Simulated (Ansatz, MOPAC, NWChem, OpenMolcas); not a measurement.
## A ladder of methods for C2HClFIn (SMILES C#[C][In]([F])[Cl])

C2HClFIn: 6 atoms, total charge 0, spin state singlet. SMILES: `C#[C][In]([F])[Cl]`. The coordinates come from a PBE0-D4/def2-TZVP relaxation.

Each level gives the HOMO–LUMO gap (eV). The values are calculated.

```json
{"level": "AM1", "kind": "semi-empirical", "program": "MOPAC", "value (eV)": "9.69", "CPU time": "under 2 s"}
{"level": "HF/def2-SVP (core potential)", "kind": "Hartree–Fock", "program": "NWChem", "value (eV)": "12.60", "CPU time": "26 s"}
{"level": "SVWN5/def2-SVP (core potential)", "kind": "LDA", "program": "OpenMolcas", "value (eV)": "4.81", "CPU time": "16 s"}
{"level": "PBE/def2-SVP (core potential)", "kind": "GGA", "program": "NWChem", "value (eV)": "4.92", "CPU time": "33 s"}
{"level": "M06-L/def2-SVP (core potential)", "kind": "meta-GGA", "program": "OpenMolcas", "value (eV)": "5.47", "CPU time": "30 s"}
{"level": "r2SCAN0/def2-SVP (core potential)", "kind": "hybrid meta-GGA", "program": "Ansatz", "value (eV)": "7.34", "CPU time": "19 s"}
{"level": "HSE06/def2-SVP (core potential)", "kind": "range-separated hybrid", "program": "Ansatz", "value (eV)": "6.25", "CPU time": "8.2 s"}
{"level": "wB97M-V/def2-SVP (core potential)", "kind": "range-separated hybrid", "program": "Ansatz", "value (eV)": "11.03", "CPU time": "86 s"}
{"level": "B2PLYP/def2-SVP (core potential)", "kind": "double hybrid", "program": "OpenMolcas", "value (eV)": "9.03", "CPU time": "15 s"}
{"level": "PBE-QIDH/def2-SVP (core potential)", "kind": "double hybrid", "program": "Ansatz", "value (eV)": "10.49", "CPU time": "11 s"}
```

The values span 4.81 to 12.60 eV. Orbital gaps aren't excitation energies, and those of double hybrids come from the SCF part alone; they tend to grow with the share of exact exchange. Times are those of the runs behind each value, whatever else they computed, on shared processors of several kinds: orders of magnitude only.

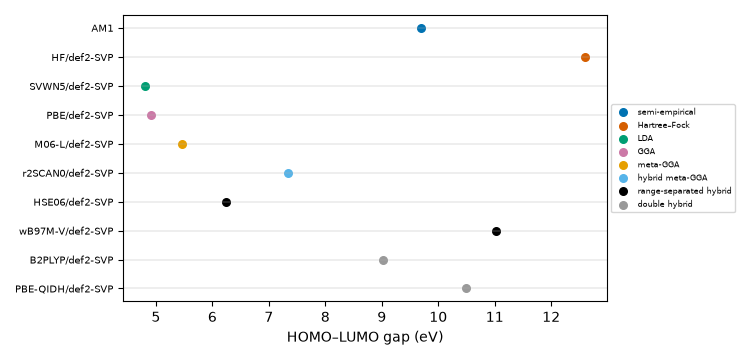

The values of the table, level by level.
